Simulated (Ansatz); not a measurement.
**GeTe: inputs that go wrong**

3 inputs were typed for GeTe. Each is run as it stands; the log then has to tell whether the result can be used.

Method: the settings change from run to run; program: Ansatz 0.2.0, Gaussian basis.

**1. The molecule**

The geometry comes from an earlier relaxation with PBE0-D4 in a triple-zeta def2 set; it is a stationary point. Te takes a core potential in def2 sets; no spin-orbit term is included.

SMILES `[Ge][Te]`, 2 atoms, charge 0, spin multiplicity 1.

Atoms are counted from 1 here; the program's logs count them from 0.

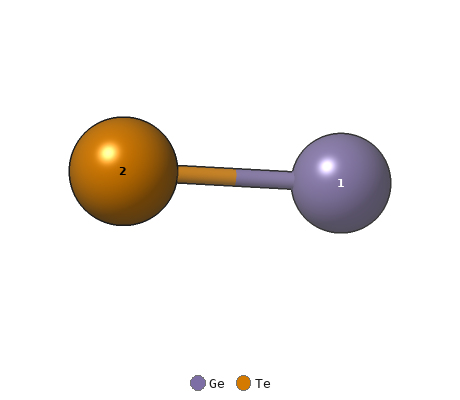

The geometry (germanium purple, tellurium orange); atoms are numbered from 1 in the order of the file.

Coordinates:

```mol
GeTe
  3D, bonds by distance, orders not assigned

  2  1  0  0  0  0  0  0  0  0999 V2000
    0.0000    0.0000    0.0008 Ge  0  0
   -0.0000   -0.0000    2.3393 Te  0  0
  1  2  8  0
M  END
```

**2. Try 1**

in.yaml

```yaml
crystal:
  periodic: [false, false, false]
  atoms:
    - {symbol: Ge, position_ang: [0.000000, 0.000000, 0.000844]}
    - {symbol: Te, position_ang: [-0.000000, -0.000000, 2.339321]}
basis:
  gaussian: {orbitals: def2-TZVPP, final_grid: {core_spheres: 1, valence_spheres: 1, degree: 1}}
hamiltonian: {xc: {name: r2SCAN}}
accuracy: high
output: {forces: true}
```

The run is started by

```sh
> ansatz run in.yaml --threads 4 --pin off --events-out ev --progress --plain --max-ram 10444MiB
```

What it wrote (excerpt; [...] marks lines left out):

```text
Functional definition: r2SCAN
  name "r2SCAN"
  cite "Furness, Kaplan, Ning, Perdew & Sun, J. Phys. Chem. Lett. 11, 8208 (2020) doi:10.1021/acs.jpclett.0c02405"
  cite "Furness, Kaplan, Ning, Perdew & Sun, J. Phys. Chem. Lett. 11, 9248 (2020) doi:10.1021/acs.jpclett.0c03077"
  parent r2scan
[...]
1505 factors; integrals over basis functions are off by at most 4.6e-9 eV
[...]
mean field -64285.55438450 eV, -2362.4505493167 hartree, gradient 5.8e-8 eV, S^2 0.000000; 10 other end points of the search recorded, 0 dependent functions left out
[...]
reference -64285.55438461 eV, -2362.4505493207 hartree; 28, 28 occupied and 70, 70 virtual orbitals, 1505 factors
WARN: the results are in doubt because the forces break the atoms' symmetry
Total energy: -64285.55438461 eV, -2362.4505493207 hartree
Atom 0 at     0.000000     0.000000     0.000844 Å, force    -0.002213    -0.000007    -7.274944 eV/Å
Atom 1 at    -0.000000    -0.000000     2.339321 Å, force     0.002213     0.000007     7.274944 eV/Å
Dipole moment:     0.000482     0.244298    -2.349745 e Å
In doubt: the forces break the atoms' symmetry
```

It took 14 s on 4 threads of Arm Neoverse V2, shared host.

**Diagnosis.** The run converged, but a converged run isn't a right one. The integration grid is far too coarse. Its energy carries the error of the grid. To mend it, drop final_grid and take the default grid.

**3. Try 2**

in.yaml

```yaml
crystal:
  periodic: [false, false, false]
  atoms:
    - {symbol: Ge, position_ang: [0.000000, 0.000000, 0.000844]}
    - {symbol: Te, position_ang: [-0.000000, -0.000000, 2.339321]}
basis:
  gaussian: {orbitals: "6-311G**", fitting: {mean_field: cc-pVTZ-jkfit}, point_charges: [{charge: 0.50, position_ang: [3.687, -0.991, -0.862]}]}
hamiltonian: {xc: {name: r2SCANh}, dispersion: d3bj}
output: {forces: true}
```

Same command.

What it wrote:

```text
Error: <dir> can't be read: No such file or directory (os error 2)
```

It took 0.05 s on 4 threads of Arm Neoverse V2, shared host.

What is wrong: Nothing was computed: the input was turned down at the start. Its message: «<dir> can't be read: No such file or directory (os error 2)» The program finds no basis under the name given. Fix: choose a basis that the program's library holds for every element.

**4. Try 3**

in.yaml

```yaml
crystal:
  periodic: [false, false, false]
  atoms:
    - {symbol: Ge, position_ang: [-0.072516, -0.004121, -0.056062]}
    - {symbol: Te, position_ang: [0.045426, 0.009034, 2.311772]}
basis:
  gaussian: {orbitals: def2-SVP}
hamiltonian: {xc: {name: B3LYP-D3}}
scf: {lower_state_search: light}
output: {forces: true}
```

The command is unchanged.

What it wrote:

```text
Error: YAML parse error: error: line 8 column 19: hamiltonian.xc: no functional is named "B3LYP-D3"; the names, which are not case-sensitive, are SVWN5, SPW92, PBE, PBE0, PBEsol, revPBE, revPBE0, RPBE, rPW86-PBE, HSE06, wPBEh, LC-wPBE, HISS, HF, BLYP, B3LYP, B3LYP5, BHLYP, CAM-B3LYP, r2SCAN, r2SCANh, r2SCAN0, r2SCAN50, m-r2SCAN, B97, wB97, wB97X, wB97X-V, B97M-V, wB97M-V, B2PLYP, B2GP-PLYP, PBE0-DH, PBE-QIDH
  --> <input>:8:19
   |
 6 | basis:
 7 |   gaussian: {orbitals: def2-SVP}
 8 | hamiltonian: {xc: {name: B3LYP-D3}}
   |                   ^ hamiltonian.xc: no functional is named "B3LYP-D3"; the names, which are not case-sensitive, are SVWN5, SPW92, PBE, PBE0, PBEsol, revPBE, revPBE0, RPBE, rPW86-PBE, HSE06, wPBEh, LC-wPBE, HISS, HF, BLYP, B3LYP, B3LYP5, BHLYP, CAM-B3LYP, r2SCAN, r2SCANh, r2SCAN0, r2SCAN50, m-r2SCAN, B97, wB97, wB97X, wB97X-V, B97M-V, wB97M-V, B2PLYP, B2GP-PLYP, PBE0-DH, PBE-QIDH
 9 | scf: {lower_state_search: light}
10 | output: {forces: true}
   |
```

Run time: 0.05 s. Hardware: 4 threads of Arm Neoverse V2, shared host.

**Diagnosis.** The program refused the input. The method's name isn't one that the program takes here. Its coordinates are also moved off the relaxed structure. Cure: name a functional that the program knows.

**5. How the tries ended**

```
try              level      ended                                                    cause    time
  1  r2SCAN/def2-TZVPP  converged                   the integration grid is far too coarse    14 s
  2   r2SCANh/6-311G**    refused          the program finds no basis under the name given  0.05 s
  3  B3LYP-D3/def2-SVP    refused  the method's name isn't one that the program takes here  0.05 s
```

**Reading.** 1 converged, 2 refused. A refusal costs next to no computing time. The dangerous case is the input that converges on a wrong geometry, charge, spin, basis or grid: often only a look at the input shows it.
